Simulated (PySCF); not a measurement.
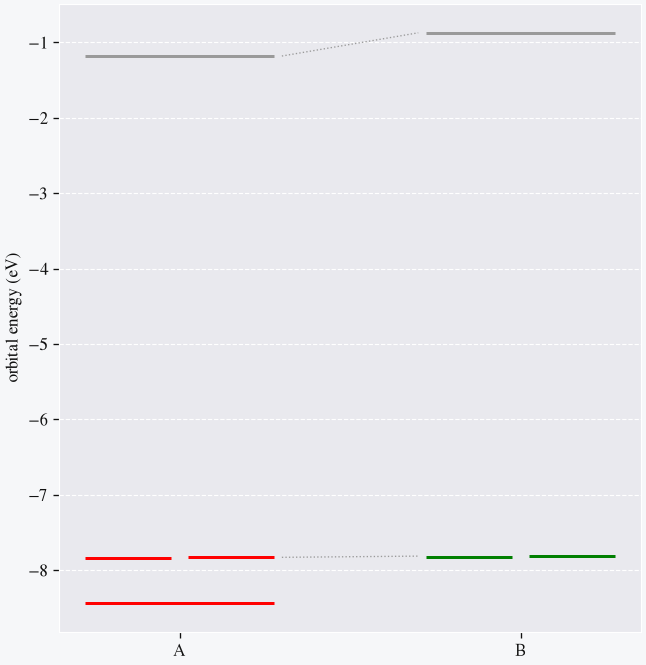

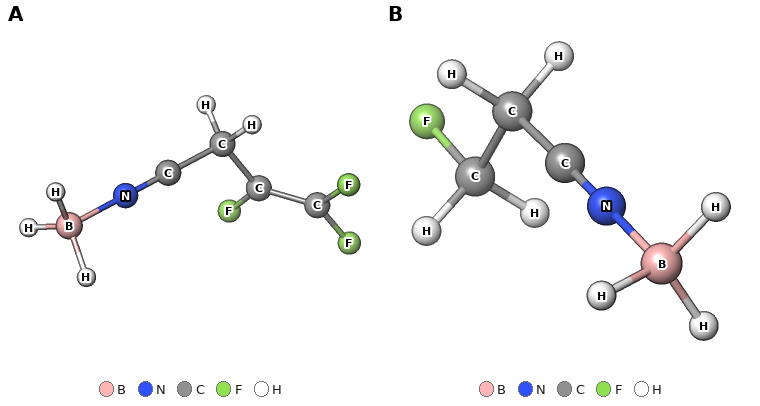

Related molecules: A is C₄H₅BF₃N, SMILES [BH3-][N+]#CCC(F)=C(F)F; B is C₃H₇BFN, SMILES [BH3-][N+]#CCCF. Frontier orbital energies, PBE0/def2-SVPD with PySCF, at a PBE0-D3(BJ)/def2-SVP geometry (no frequency check); drawn are at most three filled levels and, in grey, the LUMO with any level within 0.03 eV of it; dotted lines join the HOMOs and the LUMOs.

Question: What does the change do to the frontier levels?

Answer: From A to B the HOMO hardly moves and the LUMO rises by 0.31 eV, so the separation goes from 6.65 to 6.94 eV.

Question: Does the ΔSCF ionisation energy follow the HOMO?

Answer: A: −ε(HOMO) 7.83, ΔSCF 9.81 eV; B: −ε(HOMO) 7.81, ΔSCF 10.10 eV.

Caveats, for all or some of the runs: one conformer of a flexible molecule.
